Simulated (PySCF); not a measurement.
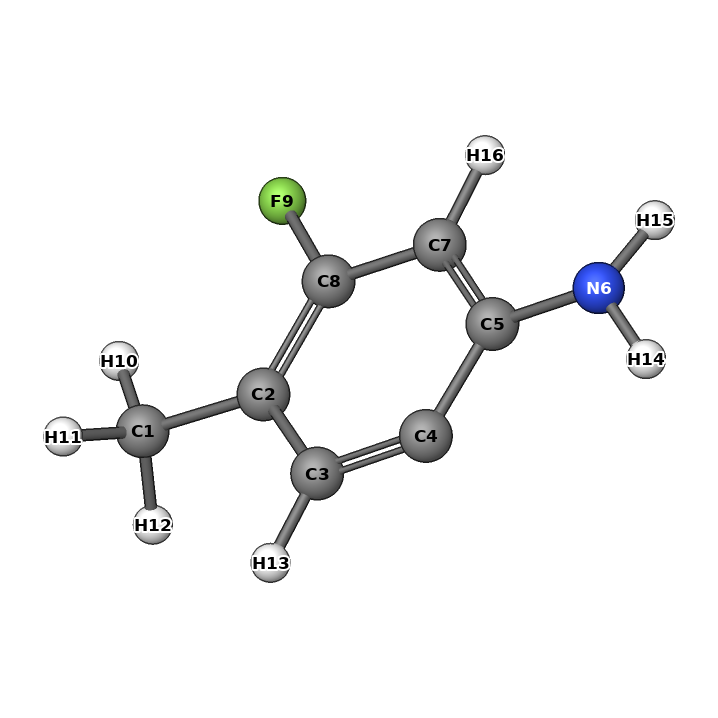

The questions are on Mulliken spin populations. The species is neutral and a spin doublet. Computed geometry: GFN2-xTB optimisation. No frequency run is at hand to confirm it as a minimum. Method: UKS B3LYP, pcH-1 on C F H N, non-relativistic (PySCF 2.14.0).

Give the Mulliken spin populations atom by atom.

| atom | value (e) |
| --- | --- |
| C1 | 0.00 |
| C2 | 0.06 |
| C3 | −0.08 |
| C4 | 1.02 |
| C5 | −0.07 |
| N6 | 0.00 |
| C7 | 0.05 |
| C8 | −0.03 |
| F9 | 0.00 |
| H10 | 0.00 |
| H11 | 0.00 |
| H12 | 0.00 |
| H13 | 0.02 |
| H14 | 0.01 |
| H15 | 0.00 |
| H16 | 0.01 |

Mulliken values depend strongly on the basis set.
